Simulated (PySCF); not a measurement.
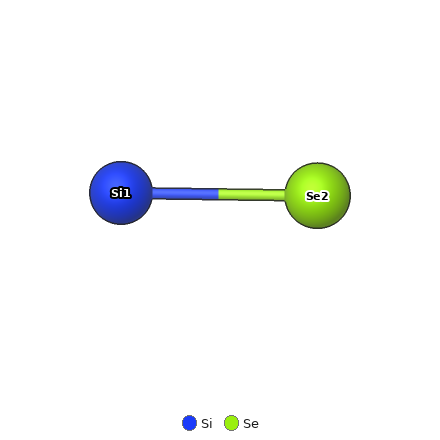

SiSe. Vertical core-electron binding energies by ΔSCF (SCAN, pcX-2 on the ionised atom, pcseg-1 elsewhere, spin-free X2C; PySCF, at a PBE0-D3(BJ)/def2-SVP geometry (no frequency check)), gas phase, against the vacuum level. One atom of each kind was ionised; within a panel, areas follow the number of like atoms and 2j + 1 (2p levels are split by first-order spin-orbit coupling, an approximation), Gaussians of 0.8 eV full width. Only the regions named are shown. Lines closer than the width merge in the curve.

Question: Predict the Si 2p photoelectron lines.

Answer:
| level | atoms | binding energy (eV) |
| --- | --- | --- |
| Si 2p1/2 | Si1 | 108.7 |
| Si 2p3/2 | Si1 | 108.1 |

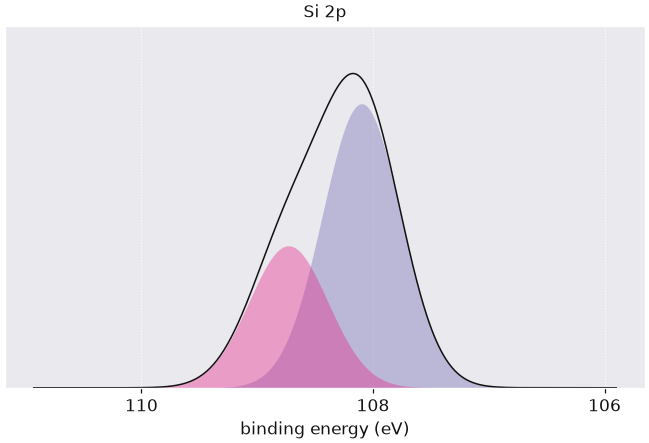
